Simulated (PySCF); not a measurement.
Molecule: SMILES FC(F)(F)c1ccc([SiH3])cc1. Atoms near the plane z = 0.0 Å, at the GFN2-xTB optimised geometry (x, y, z in Å): F1 (-1.0, -3.6, 0.6), C2 (-1.6, -2.6, 0.0), F3 (-2.8, -2.5, 0.5), C5 (-0.9, -1.3, 0.0), C6 (-1.6, -0.1, 0.0), C7 (-0.9, 1.1, 0.0), C8 (0.5, 1.1, 0.0), Si9 (1.4, 2.8, 0.0), C10 (1.2, -0.1, 0.0), C11 (0.5, -1.3, 0.0), H12 (-2.7, -0.1, 0.0), H13 (-1.4, 2.0, 0.0), H14 (2.8, 2.5, 0.3), H16 (0.8, 3.6, 1.0), H17 (2.3, -0.1, 0.0), H18 (1.0, -2.3, 0.0).

Method: PBE/def2-SVP in PySCF 2.14.0. Cells within 0.4 Å of a nucleus heavier than hydrogen are left out (blank, or x). The values are rescaled to run from 0 to 1.

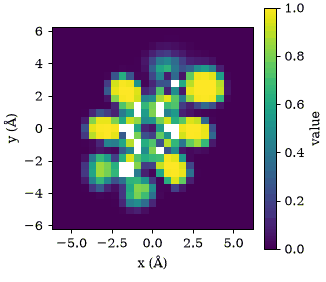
*a field on the plane z = 0.0 Å.*

**Question.** Which quantity is mapped?
A) log10 of the electron density
B) Laplacian of the electron density
C) deformation density (molecule minus spherical neutral atoms)
D) electron localisation function

**Answer.** D, electron localisation function
